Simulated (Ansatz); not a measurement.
Redistribution: Si(CH3)(OH)2(SiH3) + SiH2(OH)(SiH3) → SiH(OH)2(SiH3) + SiH(CH3)(OH)(SiH3)

Species: Si(CH3)(OH)2(SiH3), singlet; SiH2(OH)(SiH3) (disilanol), singlet; SiH(OH)2(SiH3), singlet; SiH(CH3)(OH)(SiH3), singlet. The partners trade CH3 for H; both sit on Si, so the bond types are kept.

Shapes, held fixed at every level: PBE0-D4/def2-TZVP. Flexible molecules stand in one conformer, not always the lowest. Programs: Ansatz 0.2.0. Electronic energies: no zero-point or thermal term.

```
               level                    kind  ΔE (kJ/mol)  less CCSD(T)/CBS estimate
       HF/def2-TZVPP            Hartree–Fock         -2.7                       -0.6
r2SCAN-D4/def2-TZVPP                meta-GGA         -0.7                       +1.4
  PBE0-D4/def2-TZVPP           global hybrid         -1.6                       +0.5
  wB97M-V/def2-TZVPP  range-separated hybrid         -2.1                        0.0
   B2PLYP/def2-TZVPP           double hybrid         -3.1                       -1.0
  CCSD(T)/def2-TZVPP   coupled cluster or CI         -2.3                       -0.2
CCSD(T)/CBS estimate   coupled cluster or CI         -2.1                        0.0
```

The highest level, CCSD(T)/CBS estimate, gives ΔE = -2.1 kJ/mol; the levels span -3.1 to -0.7. That is about zero within the method's error. The column of differences is taken from that level and isn't an error. No measured value is set beside it here. The CBS estimate extrapolates MP2 from def2-TZVPP and def2-QZVPP and adds CCSD(T) − MP2 in the triple-zeta set, cores frozen.

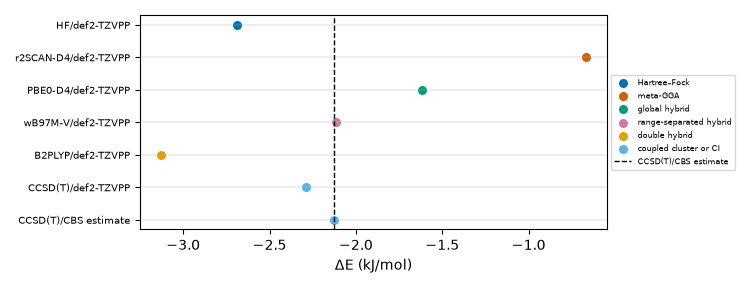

The values of the table, level by level.
